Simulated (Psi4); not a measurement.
# [SnH5]− (SMILES [H][Sn-]([H])([H])([H])[H]) at SCS-OMP2/LANL2DZ (core potential, Cartesian functions)

Aim: the vertical electron affinity of [SnH5]− at SCS-OMP2/LANL2DZ (core potential, Cartesian functions), from 2 runs. 

Program for the calculation: Psi4 1.11.

1 further run of the same task is left out (set aside as unsound or not needed).

**1. Starting point**

[SnH5]−: 6 atoms, total charge -1, spin state singlet. As SMILES, `[H][Sn-]([H])([H])([H])[H]`. The shape comes from GFN2-xTB, which is rough for such elements, and wasn't checked as a minimum.

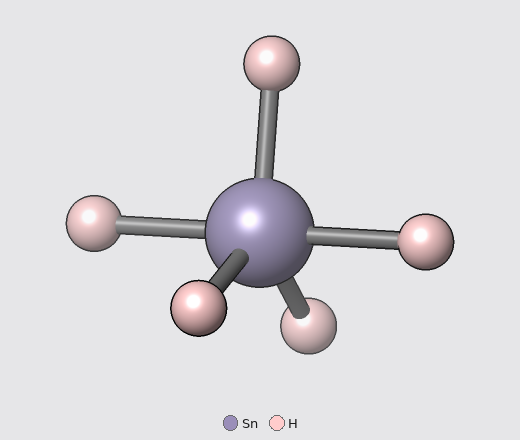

The structure, seen from a chosen angle (tin purple, hydrogen pink).

**2. Energy and gradient at SCS-OMP2/LANL2DZ (core potential, Cartesian functions)**

The input, calc.py:

```python
import psi4

psi4.set_memory(1600000000)
psi4.set_num_threads(1)
psi4.core.set_output_file('run.log', False)

molecule = psi4.geometry("""
-1 1
Sn     0.000450    -0.001410     0.000420
H     -0.020070    -0.006290     1.885790
H      0.020250     0.010720    -1.888030
H      1.782780     0.010780     0.018860
H     -0.902470     1.535970    -0.003420
H     -0.880950    -1.549760    -0.013620
units angstrom
symmetry c1
""")

psi4.set_options({
    'basis': 'LANL2DZ',
    'scf_type': 'pk',
    'mp2_type': 'conv',
})

e_tot, wfn = psi4.gradient("scs-omp2", molecule=molecule, return_wfn=True)
print('gradient / Eh bohr^-1')
print(e_tot.np.round(6))
print(f'energy = {wfn.energy():.10f} Eh')
for k, v in sorted(psi4.core.scalar_variables().items()):
    print(f'{k:45s} {v:18.10f}')
```

The run is started by

```bash
$ python calc.py
```

run.log:

```text
[...]
    !!!  WARNING: ECP capability is in beta. Please check occupations closely.  !!!
[...]
  Running in c1 symmetry.
[...]
  Nuclear repulsion =    7.683823913374209
[...]
  Multiplicity = 1
[...]
  Nalpha       = 5
  Nbeta        = 5
[...]
    Number of basis functions: 18
[...]
   @RHF iter   1:    -6.02369847463603   -8.74823e-01   4.83975e-03 ADIIS/DIIS
[...]
	SCS-MP2 Total Energy (a.u.)        :    -6.10931744601387
	SOS-MP2 Total Energy (a.u.)        :    -6.11472050714593
[...]
   @RHF iter  10:    -6.03255752649206   -3.55271e-15   2.09773e-11 DIIS
[...]
    Orbital Energies [Eh]
    ---------------------
    Doubly Occupied:
       1A     -0.453320     2A     -0.243038     3A     -0.242734
       4A     -0.229861     5A     -0.093921
[...]
  @RHF Final Energy:    -6.03255752649206
   => Energetics <=
    Nuclear Repulsion Energy =              7.6866343933475436
    One-Electron Energy =                 -24.9126352532599284
    Two-Electron Energy =                  11.1934433334203245
    Total Energy =                         -6.0325575264920612
[...]
 Multipole Moments:
 ------------------------------------------------------------------------------------
     Multipole            Electronic (a.u.)      Nuclear  (a.u.)        Total (a.u.)
 ------------------------------------------------------------------------------------
 L = 1.  Multiply by 2.5417464519 to convert [e a0] to [Debye]
 Dipole X            :          0.0057919           -0.0047494            0.0010426
 Dipole Y            :         -0.0234280            0.0148440           -0.0085840
 Dipole Z            :          0.0089946           -0.0044164            0.0045782
 Magnitude           :                                                    0.0097843
[...]
	MP2 Total Energy (a.u.)            :    -6.09930982772279
[...]
	SCS-OMP2 Total Energy (a.u.)       :    -6.11029865515841
	SOS-OMP2 Total Energy (a.u.)       :    -6.10932581575344
[...]
	OMP2 Total Energy (a.u.)           :    -6.09930982542757
[...]
```

Wall time 33 s (1 thread of Intel Xeon Platinum 8488C (Sapphire Rapids), shared host); peak memory 0.19 GiB.

**3. Doublet [SnH5]2−**

The input, input.inp:

```
memory 1600 mb

molecule {
  -2 2
  Sn     0.000450    -0.001410     0.000420
  H     -0.020070    -0.006290     1.885790
  H      0.020250     0.010720    -1.888030
  H      1.782780     0.010780     0.018860
  H     -0.902470     1.535970    -0.003420
  H     -0.880950    -1.549760    -0.013620
  symmetry c1
}

set basis LANL2DZ
set reference uhf
set scf_type pk
set mp2_type conv

energy_value = gradient('scs-omp2')
```

The run is started by

```bash
$ psi4 -n 1 input.inp input.out
```

input.out:

```text
[...]
    !!!  WARNING: ECP capability is in beta. Please check occupations closely.  !!!
[...]
  Running in c1 symmetry.
[...]
  Nuclear repulsion =    7.683823913374209
[...]
  Multiplicity = 2
[...]
  Nalpha       = 6
  Nbeta        = 5
[...]
    Number of basis functions: 18
[...]
   @UHF iter   1:    -5.62321645272245   -4.74341e-01   9.29159e-03 ADIIS/DIIS
[...]
	SCS-MP2 Total Energy (a.u.)        :    -5.72952558312086
	SOS-MP2 Total Energy (a.u.)        :    -5.73423086984431
[...]
   @UHF iter  21:    -5.65517571194437    1.77636e-15   3.97052e-11 DIIS
[...]
   @S^2 Observed:                7.648716622E-01
[...]
    Orbital Energies [Eh]
    ---------------------
    Alpha Occupied:
       1A     -0.233371     2A     -0.036741     3A     -0.036465
       4A     -0.015883     5A      0.097222     6A      0.360464
    Alpha Virtual:
       7A      0.528706     8A      0.529117     9A      0.611061
      10A      0.736481    11A      0.736618    12A      0.758065
      13A      1.526063    14A      1.682554    15A      1.682743
      16A      1.696625    17A      1.809404    18A     13.375071
    Beta Occupied:
[...]
  @UHF Final Energy:    -5.65517571194437
   => Energetics <=
    Nuclear Repulsion Energy =              7.6866343933475436
    One-Electron Energy =                 -26.7976435579156558
    Two-Electron Energy =                  13.4558334526237395
    Total Energy =                         -5.6551757119443735
  UHF NO Occupations:
  HONO-2 :    4  A 1.9967789
  HONO-1 :    5  A 1.9966348
[...]
 Multipole Moments:
 ------------------------------------------------------------------------------------
     Multipole            Electronic (a.u.)      Nuclear  (a.u.)        Total (a.u.)
 ------------------------------------------------------------------------------------
 L = 1.  Multiply by 2.5417464519 to convert [e a0] to [Debye]
 Dipole X            :          0.0094082           -0.0047494            0.0046588
 Dipole Y            :         -0.0259928            0.0148440           -0.0111488
 Dipole Z            :          0.0156298           -0.0044164            0.0112134
 Magnitude           :                                                    0.0164846
[...]
	MP2 Total Energy (a.u.)            :    -5.72132866017930
[...]
	SCS-OMP2 Total Energy (a.u.)       :    -5.73104482706276
	SOS-OMP2 Total Energy (a.u.)       :    -5.72956195255002
[...]
	OMP2 Total Energy (a.u.)           :    -5.72132866016698
[...]
```

It took 56 s on 1 thread of Intel Xeon Platinum 8488C (Sapphire Rapids), shared host; peak memory 0.19 GiB.

**4. Results**

At SCS-OMP2/LANL2DZ (core potential, Cartesian functions):

| quantity | value |
| --- | --- |
| singlet [SnH5]−: total energy | -6.11030 Eh |
| singlet [SnH5]−: correlation energy | -77.8 mEh |
| singlet [SnH5]−: largest force on an atom | 0.143 eV/Å |
| doublet [SnH5]2−: total energy | -5.73141 Eh |
| doublet [SnH5]2−: correlation energy | -75.9 mEh |
| doublet [SnH5]2−: ⟨S²⟩ of the reference determinant | 0.765 |
| doublet [SnH5]2−: largest force on an atom | 3.051 eV/Å |
| vertical electron affinity (to the doublet dianion) | -10.310 eV |

What this shows: The dianion lies 10.31 eV (238 kcal/mol) above the anion: the electron isn't bound at this level, and such a value depends on the basis. Without diffuse functions anions come out too high.
